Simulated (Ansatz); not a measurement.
A hypothetical phase is included: elements placed on a structure type, which no database files for this compound.

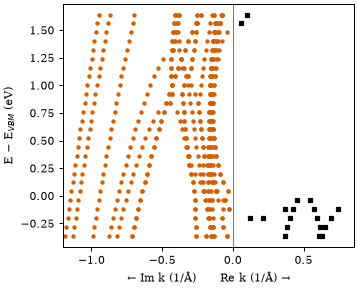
Fig. 1. Complex bands at the centre of the two-dimensional zone; r2SCAN (Ansatz, a program for electronic structure)

The gap is the functional's own. No spin-orbit coupling. Mid-gap values are those at the computed energy nearest the middle.

Question: This is Si (P4_32_12, 12 atoms a cell, 17.6 Å³ an atom, 3 GPa at this level) along the normal of (110). Read off the slowest decay at the centre of the two-dimensional zone at 0.68 eV, the computed energy nearest the middle of the gap.

Answer: κ ≈ 0.14 1/Å, a decay length 1/(2κ) of the density of 3.6 Å.
